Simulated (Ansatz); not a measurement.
## InSe, pressure series

Base system: InSe (space group R3m, No. 160; a = 4.020 Å, c = 25.247 Å (hexagonal axes); layered, stacked along the Cartesian z axis).

Cell and atoms are relaxed at each pressure.

Method: r2SCAN+rVV10, PAW, 500 eV (Ansatz, a first-principles code; spin-orbit coupling left out), earlier PAW set.

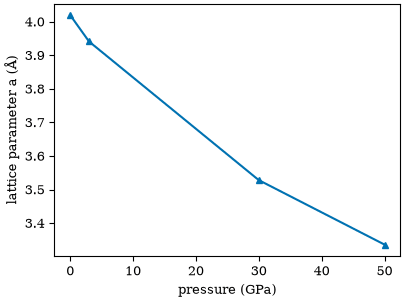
Fig. 1. Lattice parameter a against pressure

```json
[
 {"pressure (GPa)": "3", "lattice parameter a": "3.941 Å"},
 {"pressure (GPa)": "30", "lattice parameter a": "3.528 Å"},
 {"pressure (GPa)": "50", "lattice parameter a": "3.336 Å"}
]
```

A case with no gap was solved on a k-mesh chosen for an insulator, which is coarse for it. Load acts through the strain it causes; cell and atoms are relaxed under it. Whether these cells are dynamically stable was not tested. No other phases were tried under pressure. All final runs are without spin polarisation.
